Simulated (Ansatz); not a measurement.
Consider BCl2HO···AlH3O.

```xyz
10

B    -0.0459   -0.0471    0.0874
O    -0.4116   -0.8117    1.1650
H    -1.3701   -0.9346    1.2061
Cl    1.7150    0.1059   -0.2287
Cl   -1.1829    0.5671   -1.0828
O     0.1524    1.8309    1.8800
Al    1.8458    2.1390    1.6192
H     2.9113    1.4525    2.5764
H     2.1632    3.3547    0.6558
H    -0.0781    1.0156    2.3752
```

Not at a stationary point (largest force 1.2 eV/Å).

Theory: RKS PBE0/def2-SVP in Ansatz 0.2.0.

### What can the converged electron density and electron localisation function tell about the bonding?

B–O (1.37 Å): ρ at the midpoint is about 2.1 e/Å³; the ELF peaks at about 0.90 between the atoms: a polar covalent bond.
B–Cl (1.74 Å): ρ is about 1.4 e/Å³ halfway; the ELF peaks at about 0.90 between the atoms: a shared but strongly polarised pair.
O–H (0.97 Å): ρ at the midpoint is about 3.7 e/Å³; the ELF climbs to about 1 towards the hydrogen, as it does in any bond to H: a covalent bond by its length.
B–Cl (1.80 Å): the density is about 1.3 e/Å³ at the midpoint; the ELF peaks at about 0.90 between the atoms; a shared but strongly polarised pair.

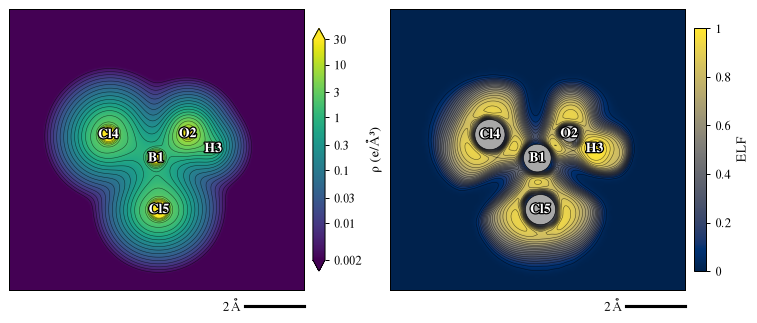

Computed electron density and electron localisation function on the plane of atoms B1, O2 and H3, in this order. Grey discs cover the atomic cores in the ELF map. 
